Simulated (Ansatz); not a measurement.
# Electron scattering at the Σ5 (210) boundary in fcc Al, starting shift (0.33, 0), part 2 of 3

How much does the Σ5 (210) boundary in fcc Al, starting shift (0.33, 0) reflect electrons?

Ansatz 0.2.0; Ansatz plane-wave DFT, PBE, PAW files; relaxation of a bicrystal slab with its lowest layers held; PAW set soft_1 (the session's first sound run).

So far. Step 2 (Relaxing the bicrystal): The largest force component on a free atom ends at 0.021 eV/Å, under the tolerance of 0.03, after 13 steps.

### 3. Transmission across the boundary

This step: Ansatz plane-wave DFT, PBE, PAW files; ballistic transport by layer matching (Landauer), zero bias; boundary relaxed in a short slab, bulk layers laid on; PAW set soft_1 (Ansatz 0.2.0).

System of this step: Σ5 (210) boundary in fcc Al, starting shift (0.33, 0). The cell holds 47 atoms: 47 Al. Cell: a = 4.958 Å, b = 4.048 Å, c = 50.059 Å, α = 90.0°, β = 90.0°, γ = 65.9°. It derives from Al. Regions: lower grain, 19 atoms (19 Al); boundary, 13 atoms (13 Al); upper grain, 15 atoms (15 Al). Vacuum lies along c.

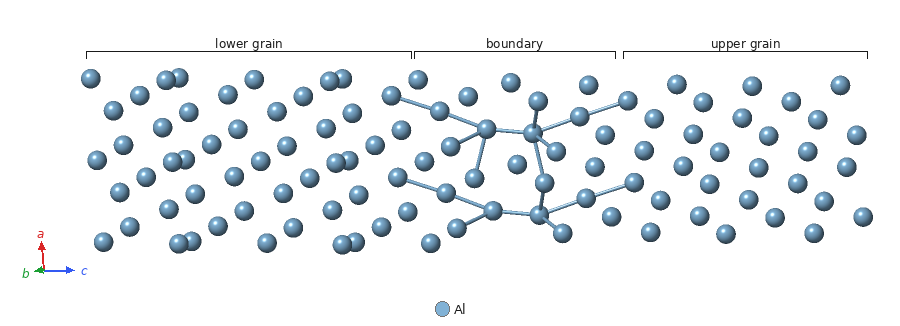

The cell of this step (aluminium light blue). Bonds to atoms that aren't drawn are left out. 2×1×1 cells are drawn. Some periodic images of atoms are drawn too.

input.yaml

```yaml
crystal:
  lattice:
    - [4.957730497, 0.0, 0.0]
    - [1.6525768323, 3.6952741352, 0.0]
    - [0.0, 0.0, 50.0586551677]
  atoms:
    - { symbol: Al, position: [-15.0, 7.5000000003, 0.0799062617] }
    - { symbol: Al, position: [-14.4, 7.2000000003, 0.097988122] }
    - { symbol: Al, position: [-13.8, 6.9000000003, 0.1160699823] }
    - { symbol: Al, position: [-13.2, 6.6000000003, 0.1341518426] }
    - { symbol: Al, position: [-12.6, 6.3000000003, 0.1522337029] }
    - { symbol: Al, position: [-12.0, 6.0000000003, 0.1703155632] }
    - { symbol: Al, position: [-11.4, 5.7000000002, 0.1883974234] }
    - { symbol: Al, position: [-10.8, 5.4000000002, 0.2064792837] }
    - { symbol: Al, position: [-10.2, 5.1000000002, 0.224561144] }
    - { symbol: Al, position: [-9.6, 4.8000000002, 0.2426430043] }
    - { symbol: Al, position: [-9.0, 4.5000000002, 0.2607248646] }
    - { symbol: Al, position: [-8.4, 4.2000000002, 0.2788067249] }
    - { symbol: Al, position: [-7.8, 3.9000000002, 0.2968885852] }
    - { symbol: Al, position: [-7.2, 3.6000000002, 0.3149704455] }
    - { symbol: Al, position: [-6.6, 3.3000000002, 0.3330523058] }
    - { symbol: Al, position: [-6.0, 3.0000000001, 0.3511341661] }
    - { symbol: Al, position: [-5.4, 2.7000000001, 0.3692160264] }
    - { symbol: Al, position: [-4.8, 2.4000000001, 0.3872978866] }
    - { symbol: Al, position: [-4.2, 2.1000000001, 0.4053797469] }
    - { symbol: Al, position: [0.4, 0.8000000001, 0.4234616072] }
    - { symbol: Al, position: [1.0082289012, 0.4963349595, 0.4418696812] }
    - { symbol: Al, position: [0.615321305, 0.1927309458, 0.4588758956] }
    - { symbol: Al, position: [0.2053375788, 0.8981982995, 0.4778276243] }
    - { symbol: Al, position: [0.8087651062, 0.5971583697, 0.4972600669] }
    - { symbol: Al, position: [0.4041598692, 0.2990303632, 0.5107238873] }
    - { symbol: Al, position: [-0.0352680318, 0.0218829624, 0.5375579455] }
    - { symbol: Al, position: [0.3570378645, 0.3272452993, 0.5620279157] }
    - { symbol: Al, position: [0.7578089591, 0.6264356936, 0.5747626563] }
    - { symbol: Al, position: [1.1519482227, -0.0693873444, 0.5948202796] }
    - { symbol: Al, position: [0.5616419947, 0.2254667155, 0.6137907518] }
    - { symbol: Al, position: [0.9550481398, 0.5290618489, 0.6305309221] }
    - { symbol: Al, position: [0.3555549545, -0.1712126623, 0.6488658339] }
    - { symbol: Al, position: [-4.2444450455, 2.1287873377, 0.6669476942] }
    - { symbol: Al, position: [-4.8444450455, 2.4287873377, 0.6850295545] }
    - { symbol: Al, position: [-5.4444450455, 2.7287873377, 0.7031114148] }
    - { symbol: Al, position: [-6.0444450456, 3.0287873377, 0.7211932751] }
    - { symbol: Al, position: [-6.6444450456, 3.3287873377, 0.7392751354] }
    - { symbol: Al, position: [-7.2444450456, 3.6287873377, 0.7573569957] }
    - { symbol: Al, position: [-7.8444450456, 3.9287873378, 0.775438856] }
    - { symbol: Al, position: [-8.4444450456, 4.2287873378, 0.7935207163] }
    - { symbol: Al, position: [-9.0444450456, 4.5287873378, 0.8116025766] }
    - { symbol: Al, position: [-9.6444450456, 4.8287873378, 0.8296844368] }
    - { symbol: Al, position: [-10.2444450456, 5.1287873378, 0.8477662971] }
    - { symbol: Al, position: [-10.8444450456, 5.4287873378, 0.8658481574] }
    - { symbol: Al, position: [-11.4444450456, 5.7287873378, 0.8839300177] }
    - { symbol: Al, position: [-12.0444450456, 6.0287873378, 0.902011878] }
    - { symbol: Al, position: [-12.6444450456, 6.3287873378, 0.9200937383] }
kpoints:
  mp_grid: { grid: [7, 7, 1] }
hamiltonian:
  xc: pbe
  pseudopotentials: { kind: paw, azcp: { folder: soft_1 } }
scf:
  occupations: { method: fermi_dirac, width: 0.1 }
output:
  transmission:
    leads: [[10, 11], [38, 39]]
    kmesh: [18, 18]
    e_range: [-0.1, 0.1]
    de: 0.05
  write_potential: true
  write_density: true
  volumetric_format: npy
  elf: true
```

On the command line:

```bash
$ ansatz run input.yaml --threads 4 --pin off --max-ram 15360MiB --backend cpu --events-out ev --progress --plain --runs-dir out
```

Numbers of over 12 decimals in the logs are rounded to 6 here.

The program printed:

```text
[...]
Crystal: 47 atoms, lattice volume = 917.083 Å³
Basis set: ecut = 420 eV, 17955 PW (Γ)
Bands: 118, of which v1, the nominal top of the filled ones, is band 71 counted from 1 (70 counted from 0)
Symmetry: 1 space group operations
[...]
k-points: 25 of 49 (time reversal used)
[...]
SCF iter   1: F=—  HF=-25263.537613 eV  |F-HF|=—  |Δ(HF+E_count)|=         —  Δρ=2.25e-2  dr2=7.73e1  ethr=3.10e-3  ⟨swp⟩=8.0  Hψ=16278  notcnv=0  defer=124
[...]
SCF iter   9: F=-25260.134807 eV  HF=-25260.134807 eV  |F-HF|=1.88e-8  |Δ(HF+E_count)|=   9.73e-9  Δρ=4.80e-7  dr2=2.17e-8  ethr=7.09e-11  ⟨swp⟩=2.2  Hψ=4805  notcnv=0
SCF 1 converged in 9 iterations: F = -25260.134807 eV  dr2 = 2.17e-8
[...]
transmission: 624 of 6232 steps passed
transmission: 1248 of 6232 steps passed
[...]
transmission: 6232 of 6232 steps passed
WARN: The output density's exchange-correlation potential varies sharply where the density is thin. Do not read a vacuum level from v_tot or v_xc, or from such a field of the output density. On a cell that repeats whose density bears no net charge and no dipole along the vacuum's axis use v_es (v_loc + v_h of the components); under efield.dipole_correction with no amplitude use v_es + v_field, which holds any externa [...]
SCF converged after 9 iterations
Free energy (F): -25260.134807 eV
[...]
Internal energy: -25259.534089 eV  (E = F + TS)
E sigma→0 (E₀):  -25259.834448 eV
Entropy (-TS):   -0.600717 eV (-12.781 meV/atom)
Fermi energy:    6.094621 eV
[...]
--- Band table (eV; the first three rows and the last of 25) ---
  k-point 0: bands = [... 67 lower, 6.0461, 6.1546, 6.1651, 6.2997, 6.3288, 6.3294, 6.3380, 6.3475, ... 43 higher]
  k-point 1: bands = [... 67 lower, 5.3363, 5.4944, 5.5864, 5.6472, 5.6791, 5.8184, 5.9054, 5.9786, ... 43 higher]
  k-point 2: bands = [... 67 lower, 5.1729, 5.2511, 5.3461, 5.4742, 5.5529, 5.6642, 5.7305, 5.8765, ... 43 higher]
  k-point 24: bands = [... 67 lower, 7.0237, 7.1060, 7.2224, 7.3036, 7.3959, 7.5035, 7.7656, 7.8383, ... 43 higher]
--- Transmission ---
  basis      : 161 plane waves across, 38 finite elements along
  points     : 164, standing for a mesh of 18 x 18
  energies   : 5 from -0.100000 to 0.100000 eV about the Fermi level, 0.050000 eV apart; the leads are filled to 0.000000 eV, and channels, transmission and decay are at 0.000000 eV
  crystal 0  : Al3, at the sites [10, 11], period 2.7155 Å, over 18.10 Å; its Hamiltonian steps by up to 31.3 meV: too much for a lead, lay more layers or, if its atoms are ordered, name the step of that order
    offset         : up to 0.0000 Å between an atom of the period and one for which it stands
    channels       : 3.564815e0 a spin
    conductance    : none, the energies end too early or step too widely for 300 K: set another output.transmission.e_range or a lower de, or, where they end at an eighth of basis.ecutwfc, a higher one
[...]
channels       : 3.552469e0 a spin
[...]
junction   : crystal 0 to crystal 1, 12.84 to 36.80 Å
    transmission   : 2.286570e0 a spin
[...]
```

Wall time 10 min (4 threads of Arm Neoverse V1, shared host); peak memory 4.2 GiB; 39 min of CPU time.

Numbers from this step:

```yaml
free_energy: -25260.1348 eV
energy_at_zero_smearing: -25259.8344 eV
fermi_energy: 6.095 eV
cell_area: 18.32 Å²
transmission_per_spin_nearest_the_fermi_level: 2.287
open_channels_per_spin_nearest_the_fermi_level: 3.565
open_channels_per_spin_upper_lead: 3.552
step_of_the_lead_s_potential: 31.3 meV
step_of_the_upper_lead_s_potential: 29.1 meV
```

Per spin. Transmission, zone mean against energy, zero at the Fermi level:

```csv
energy (eV),"transmission, zone mean"
-0.1000,2.21
-0.0500,2.24
0.0000,2.29
0.0500,2.32
0.1000,2.37
```

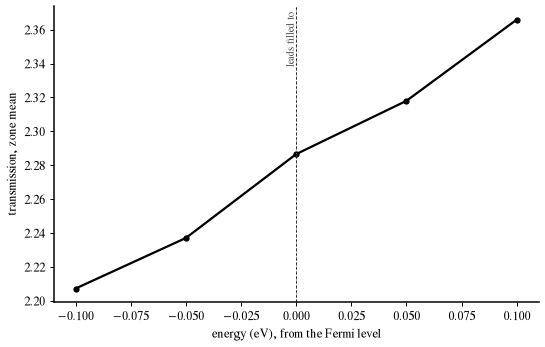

Transmission, zone mean against energy.

Per spin. Open channels, zone mean against energy, zero at the Fermi level:

```csv
energy (eV),lead,upper lead
-0.1000,3.44,3.44
-0.0500,3.48,3.51
0.0000,3.56,3.55
0.0500,3.61,3.62
0.1000,3.65,3.65
```

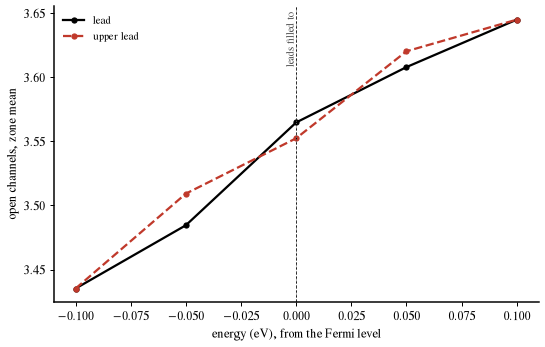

Open channels, zone mean, plotted against energy.

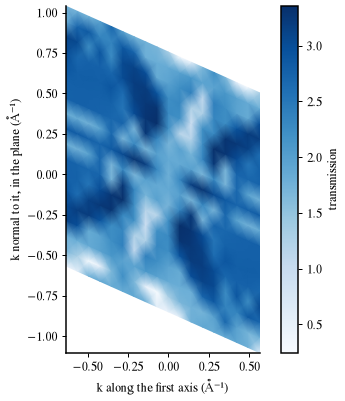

Transmission over k1 and k2. At 0.0000 eV from the Fermi level.

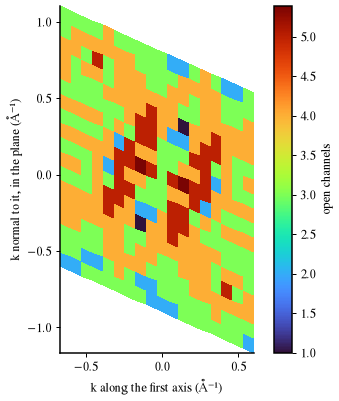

Open channels over k1 and k2. At 0.0000 eV from the Fermi level.

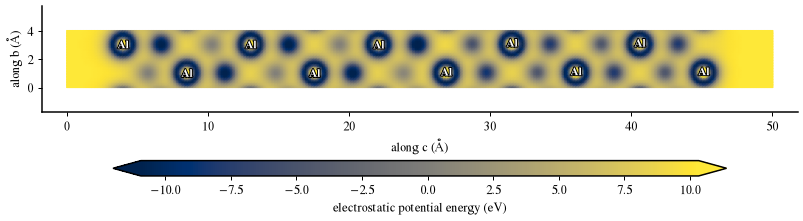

Electrostatic potential energy in the cb plane at fractional x = 0.965, with atoms of Al within 0.2 Å of it. With pseudopotentials it is smooth inside the atoms' cores, unlike the true potential. The map starts off the cell's origin, so that atoms lie inside it.

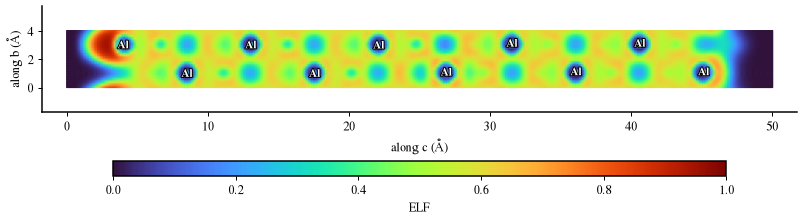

ELF in the cb plane at fractional x = 0.965, with atoms of Al within 0.2 Å of it. It is the smooth field of the valence electrons, not physical close to the nuclei. The map starts off the cell's origin, so that atoms lie inside it.

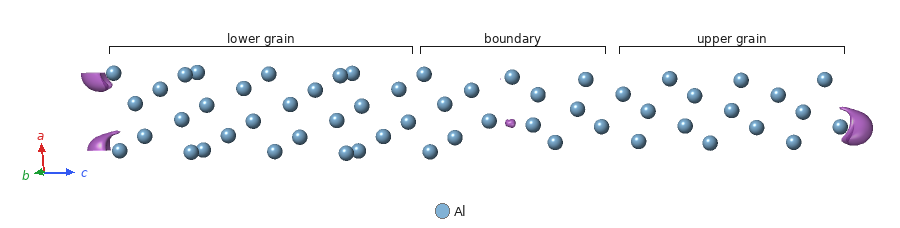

Surface of ELF = 0.85.

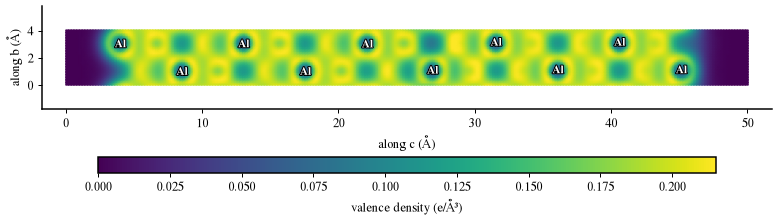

Valence density in the cb plane at fractional x = 0.965, with atoms of Al within 0.2 Å of it. It is the smooth field of the valence electrons, not physical close to the nuclei. The map starts off the cell's origin, so that atoms lie inside it.

Over the solved energies the transmission per spin lies between 2.21 and 2.37, out of 3.55 channels of the lead on average (up to 3.65). The log calls the step of a lead's potential too much.

### 4. Specific resistance

This step: Ansatz plane-wave DFT, PBE, PAW files; ballistic transport by layer matching (Landauer), zero bias; specific resistance of the boundary; PAW set soft_1 (Ansatz 0.2.0).

Numbers from this step:

| Property | Result |
| --- | --- |
| area resistance | 0.3697 fΩ m² |
| T over the leads' mean channel count | 0.6431 |

Averaged over the energies near the Fermi level, 64.3 % of the channels pass, which makes 0.370 fΩ m².

By hand, with T and the leads' channels N averaged over the energies near the Fermi level: RA = A (h/2e²)(1/T − ½[1/N₁ + 1/N₂]) = 18.32×10⁻²⁰ m² × 12 906 Ω × (1/2.283 − ½[1/3.548 + 1/3.552]) = 0.370 fΩ m².

[end of part 2 of 3]

[Logs are printed without paths, hosts, clocks, repeated set-up lines and the standing remarks that a program may print on its own settings, such as how far it seeks lower states.]

[Hosts, paths, dates, database ids (printed as entryN), source tags and the programs' standing remarks are cut or masked in the printed files.]
